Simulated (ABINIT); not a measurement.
# Quasiparticle gap of SrTiO3 (Tausonite) in ABINIT

Wanted: ground state, empty states, screening and self-energy for SrTiO3 (Tausonite).

Program: ABINIT 10.8.3. Level of theory: PBE and many-body steps on it, plane waves. Results are calculated unless marked as measured.

**Experimental background.**

- Gap 3.77 eV: direct gap (M0 critical point); spectroscopic ellipsometry, second-derivative fit; 300 K; bulk crystal (commercial single crystal) (“Optical probe of ferroelectric order in bulk and thin film perovskite titanates”, 2013, arxiv:1309.1245).

### 1. The starting structure

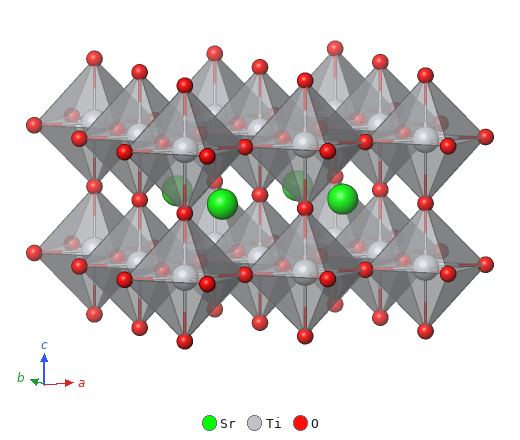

The starting structure, seen slightly off an axis (strontium green, titanium light grey, oxygen red). 2×2×1 cells are drawn. Some periodic images of atoms are drawn too.

The cell and positions come from the Crystallography Open Database and are kept as given unless a step says otherwise.

### 2. Ground state

This step: ABINIT 10.8.3; DFT, PBE, plane waves, norm-conserving pseudopotentials.

The ground-state density comes first.

run.abi reads:

```
acell 3*1.0 Angstrom
rprim 
  3.905280000000 0.000000000000 0.000000000000
  0.000000000000 3.905280000000 0.000000000000
  0.000000000000 0.000000000000 3.905280000000
ntypat 3
znucl 38 22 8
natom 5
typat 1 2 3 3 3
xred 
  0.500000000000 0.500000000000 0.500000000000
  0.000000000000 0.000000000000 0.000000000000
  0.500000000000 0.000000000000 0.000000000000
  0.000000000000 0.500000000000 0.000000000000
  0.000000000000 0.000000000000 0.500000000000
pp_dirpath "pseudos"
pseudos "Sr.upf, Ti.upf, O.upf"
ecut 38
ngkpt 6 6 6
nshiftk 1
shiftk 0 0 0
kptopt 1
chksymbreak 0
nband 26
occopt 1
tolvrs 1e-10
nstep 60
prtwf 0
optforces 0
optstress 0
indata_prefix "in"
outdata_prefix "out"
tmpdata_prefix "tmp"
```

On the command line:

```
> OMP_NUM_THREADS=1 mpirun -n 4 abinit run.abi > log
```

Numbers of over 12 decimals in the logs are rounded to 6 here.

The log of the run:

```text
.Version 10.8.3 of ABINIT. v10.8.2 released Aug 2026.

 Symmetries : space group Pm -3 m (#221); Bravais cP (primitive cubic)
================================================================================
 Values of the parameters that define the memory need of the present run
     intxc =       0    ionmov =       0      iscf =       7    lmnmax =       6
     lnmax =       6     mgfft =      45  mpssoang =       3    mqgrid =    3001
     natom =       5  nloc_mem =       1    nspden =       1   nspinor =       1
    nsppol =       1      nsym =      48    n1xccc =    2501    ntypat =       3
    occopt =       1   xclevel =       2
-    mband =          26        mffmem =           1         mkmem =           5
       mpw =        4525          nfft =       91125          nkpt =          20
================================================================================
  Rough estimation (10% accuracy) of disk space for files :
================================================================================

--------------------------------------------------------------------------------
------------- Echo of variables that govern the present computation ------------
--------------------------------------------------------------------------------
 -outvars: echo values of preprocessed input variables --------
            acell      1.8897261259E+00  1.8897261259E+00  1.8897261259E+00 Bohr

      chksymbreak           0
             ecut      3.80000000E+01 Hartree
-          fftalg         312

              ixc     -101130
              kpt      0.00000000E+00  0.00000000E+00  0.00000000E+00
                       1.66666667E-01  0.00000000E+00  0.00000000E+00
                       3.33333333E-01  0.00000000E+00  0.00000000E+00
                       5.00000000E-01  0.00000000E+00  0.00000000E+00
                       1.66666667E-01  1.66666667E-01  0.00000000E+00
                       3.33333333E-01  1.66666667E-01  0.00000000E+00
                       5.00000000E-01  1.66666667E-01  0.00000000E+00
                       3.33333333E-01  3.33333333E-01  0.00000000E+00
                       5.00000000E-01  3.33333333E-01  0.00000000E+00
   [... 9 further rows ...]
                       5.00000000E-01  5.00000000E-01  3.33333333E-01
                       5.00000000E-01  5.00000000E-01  5.00000000E-01
         kptrlatt        6    0    0      0    6    0      0    0    6
          kptrlen      4.42794579E+01
P           mkmem           5
            natom           5
            nband          26
            ngfft          45      45      45
             nkpt          20
            nstep          60
             nsym          48
           ntypat           3
              occ      2.000000  2.000000  2.000000  2.000000  2.000000  2.000000
                       2.000000  2.000000  2.000000  2.000000  2.000000  2.000000
                       2.000000  2.000000  2.000000  2.000000  2.000000  2.000000
                       2.000000  2.000000  0.000000  0.000000  0.000000  0.000000
                       0.000000  0.000000
        optforces           0
        optstress           0
            prtwf           0
            rprim      3.9052800000E+00  0.0000000000E+00  0.0000000000E+00
[...]
spgroup         221

           tolvrs      1.00000000E-10

             xred      5.0000000000E-01  5.0000000000E-01  5.0000000000E-01
[...]
znucl       38.00000   22.00000    8.00000

================================================================================

 chkinp: Checking input parameters for consistency.

================================================================================
== DATASET  1 ==================================================================
-   mpi_nproc: 4, omp_nthreads: 1 (-1 if OMP is not activated)

--- !DatasetInfo
iteration_state: {dtset: 1, }
dimensions: {natom: 5, nkpt: 20, mband: 26, nsppol: 1, nspinor: 1, nspden: 1, mpw: 4525, }
cutoff_energies: {ecut:  38.0, pawecutdg:  -1.0, }
electrons: {nelect:   4.00000000E+01, charge:   0.00000000E+00, occopt:   1.00000000E+00, tsmear:   1.00000000E-02, }

 Real(R)+Recip(G) space primitive vectors, cartesian coordinates (Bohr,Bohr^-1):
 R(1)=  7.3799096  0.0000000  0.0000000  G(1)=  0.1355030  0.0000000  0.0000000
 R(2)=  0.0000000  7.3799096  0.0000000  G(2)=  0.0000000  0.1355030  0.0000000
 R(3)=  0.0000000  0.0000000  7.3799096  G(3)=  0.0000000  0.0000000  0.1355030
 Unit cell volume ucvol=  4.0193251E+02 bohr^3
 Angles (23,13,12)=  9.00000000E+01  9.00000000E+01  9.00000000E+01 degrees

 getcut: wavevector=  0.0000  0.0000  0.0000  ngfft=  45  45  45
         ecut(hartree)=     38.000   => boxcut(ratio)=   2.14855

--- Pseudopotential description ------------------------------------------------
- Sr Generated using ONCVPSP code by D. R. Hamann
- 38.00000  10.00000  171031                  znucl, zion, pspdat
12 -101130 2 -1 1834                          pspcod,pspxc,lmax,lloc,mmax
     nproj     2     2     2
  pspatm : epsatm=   12.84204793
         --- l  ekb(1:nproj) -->
[...]
pspatm: atomic psp has been read  and splines computed

- Ti Generated using ONCVPSP code by D. R. Hamann
- 22.00000  12.00000  171031                  znucl, zion, pspdat
12 -101130 2 -1 1586                          pspcod,pspxc,lmax,lloc,mmax
     nproj     2     2     2
  pspatm : epsatm=   14.68144553
         --- l  ekb(1:nproj) -->
[...]
pspatm: atomic psp has been read  and splines computed

- O Generated using ONCVPSP code by D. R. Hamann
-  8.00000   6.00000  171031                  znucl, zion, pspdat
12 -101130 2 -1 936                           pspcod,pspxc,lmax,lloc,mmax
     nproj     2     2     1
  pspatm : epsatm=    6.19545534
         --- l  ekb(1:nproj) -->
[...]
2   -1.331955
 pspatm: atomic psp has been read  and splines computed

   1.84439438E+03                                ecore*ucvol(ha*bohr**3)
--------------------------------------------------------------------------------

_setup2: Arith. and geom. avg. npw (full set) are    4500.495    4500.470

================================================================================

--- !BeginCycle
iteration_state: {dtset: 1, }
solver: {iscf: 7, nstep: 60, nline: 4, wfoptalg: 0, }
tolerances: {tolvrs: 1.00E-10, }

     iter   Etot(hartree)      deltaE(h)  residm     vres2
 ETOT  1  -142.93984632578    -1.429E+02 1.204E-01 1.913E+03
 ETOT  2  -134.35252462204     8.587E+00 1.309E-01 3.322E+04
 ETOT  3  -143.46700343535    -9.114E+00 7.517E-02 4.465E+02
 ETOT  4  -143.48430351532    -1.730E-02 1.176E-02 2.757E+02
 ETOT  5  -143.52490314262    -4.060E-02 3.524E-03 7.963E+01
 ETOT  6  -143.53667094116    -1.177E-02 2.378E-03 2.084E+01
 ETOT  7  -143.54052405821    -3.853E-03 9.859E-03 1.503E+00
 ETOT  8  -143.54082156406    -2.975E-04 1.867E-03 1.093E-01
 ETOT  9  -143.54084400344    -2.244E-05 4.528E-03 3.528E-04
 ETOT 10  -143.54084405617    -5.273E-08 1.489E-03 1.322E-04
 ETOT 11  -143.54084407869    -2.251E-08 1.326E-03 4.309E-06
 ETOT 12  -143.54084407962    -9.340E-10 9.459E-04 1.902E-09
 ETOT 13  -143.54084407962    -2.785E-12 1.805E-03 8.134E-10
 ETOT 14  -143.54084407963    -5.002E-12 1.226E-03 2.542E-12

 At SCF step   14       vres2   =  2.54E-12 < tolvrs=  1.00E-10 =>converged.

--- !ResultsGS
iteration_state: {dtset: 1, }
comment   : Summary of ground state results
lattice_vectors:
- [  7.3799096,   0.0000000,   0.0000000, ]
- [  0.0000000,   7.3799096,   0.0000000, ]
- [  0.0000000,   0.0000000,   7.3799096, ]
lattice_lengths: [   7.37991,    7.37991,    7.37991, ]
lattice_angles: [ 90.000,  90.000,  90.000, ] # degrees, (23, 13, 12)
lattice_volume:   4.0193251E+02
convergence: {deltae: -5.002E-12, res2:  2.542E-12, residm:  1.226E-03, diffor:  0.000E+00, }
etotal    :  -1.43540844E+02
entropy   :   0.00000000E+00
fermie    :   2.54497182E-01
cartesian_stress_tensor: null
pressure_GPa: null
xred      :
- [  5.0000E-01,   5.0000E-01,   5.0000E-01, Sr]
- [  0.0000E+00,   0.0000E+00,   0.0000E+00, Ti]
- [  5.0000E-01,   0.0000E+00,   0.0000E+00,  O]
- [  0.0000E+00,   5.0000E-01,   0.0000E+00,  O]
- [  0.0000E+00,   0.0000E+00,   5.0000E-01,  O]
cartesian_forces: null
force_length_stats: {min: null, max: null, mean: null, }

 Integrated electronic density in atomic spheres:
 ------------------------------------------------
 Atom  Sphere_radius  Integrated_density
[...]
================================================================================

 ----iterations are completed or convergence reached----

 Mean square residual over all n,k,spin=   83.496E-07; max=  12.261E-04
 reduced coordinates (array xred) for    5 atoms
       0.500000000000      0.500000000000      0.500000000000
       0.000000000000      0.000000000000      0.000000000000
       0.500000000000      0.000000000000      0.000000000000
       0.000000000000      0.500000000000      0.000000000000
       0.000000000000      0.000000000000      0.500000000000
 rms dE/dt=  0.0000E+00; max dE/dt=  0.0000E+00; dE/dt below (all hartree)
    1       0.000000000000      0.000000000000      0.000000000000
    2       0.000000000000      0.000000000000      0.000000000000
    3       0.000000000000      0.000000000000      0.000000000000
    4       0.000000000000      0.000000000000      0.000000000000
    5       0.000000000000      0.000000000000      0.000000000000

 cartesian coordinates (angstrom) at end:
    1      1.952640     1.952640     1.952640
    2      0.000000     0.000000     0.000000
    3      1.952640     0.000000     0.000000
    4      0.000000     1.952640     0.000000
    5      0.000000     0.000000     1.952640
 length scales=  1.889726125908  1.889726125908  1.889726125908 bohr
              =  1.000000000000  1.000000000000  1.000000000000 angstroms
 prteigrs : about to open file out_EIG
 Fermi (or HOMO) energy (hartree) =   0.25450   Average Vxc (hartree)=  -0.42036
 Eigenvalues (hartree) for nkpt=  20  k points:
 kpt#   1, nband= 26, wtk=  0.00463, kpt=  0.0000  0.0000  0.0000 (reduced coord)
  -1.81815   -0.94790   -0.94625   -0.94625   -0.94625   -0.38343   -0.34734   -0.34734
  -0.28601   -0.28601   -0.28601    0.15118    0.15118    0.15118    0.21165    0.21165
   0.21165    0.24145    0.24145    0.24145    0.32460    0.32460    0.32460    0.41575
   0.41576    0.45510
 prteigrs : prtvol=0 or 1, do not print more k-points.

--- !EnergyTerms
iteration_state     : {dtset: 1, }
comment             : Components of total free energy in Hartree
kinetic             :  6.54542980228912E+01
hartree             :  3.02029718585673E+01
xc                  : -2.97726453297862E+01
Ewald energy        : -1.06245779347251E+02
psp_core            :  4.58881612978461E+00
local_psp           : -1.06039726698925E+02
non_local_psp       : -1.72877871490931E+00
total_energy        : -1.43540844079629E+02
total_energy_eV     : -3.90594535032491E+03
band_energy         : -1.20259377884534E+01

== END DATASET(S) ==============================================================
================================================================================

 -outvars: echo values of variables after computation  --------
           etotal     -1.4354084408E+02
            nband          26
             nkpt          20
          spgroup         221
 [... the other variables as echoed above ...]

 Calculation completed.
```

It took 59 s on 4 MPI ranks of Arm Neoverse N1, shared host; peak memory 0.34 GiB.

Numbers from this step:

| Item | Value |
| --- | --- |
| total energy | -3905.9454 eV |
| gap | 1.908 eV |
| k of the valence top | 0.5, 0.5, 0.5 |
| k of the conduction bottom | 0, 0, 0 |
| least direct gap | 2.263 eV |

The gap is indirect, with the least direct gap 0.36 eV higher.

[end of part 1 of 3]

[Paths, hosts, dates, memory and timing lines, banners, echoed tables and standing remarks are left out of the program output.]

[Logs are printed without paths, hosts, clocks, repeated set-up lines and the standing remarks that a program may print on its own settings, such as how far it seeks lower states.]

[Runs of the session that timed out or met a known fault of the program may be left out.]

[Hosts, paths, dates, database ids (printed as entryN), source tags and the programs' standing remarks are cut or masked in the printed files.]

[G0W0 gaps are taken among the corrected bands and points alone; a level outside them can change the order at an edge.]

[Where Ansatz stands beside ABINIT at settings called matched, ABINIT's density can come from a denser mesh and the files from another edition; pairs whose starting gaps differed by over 0.03 eV were left out, so agreement reads better than it is.]
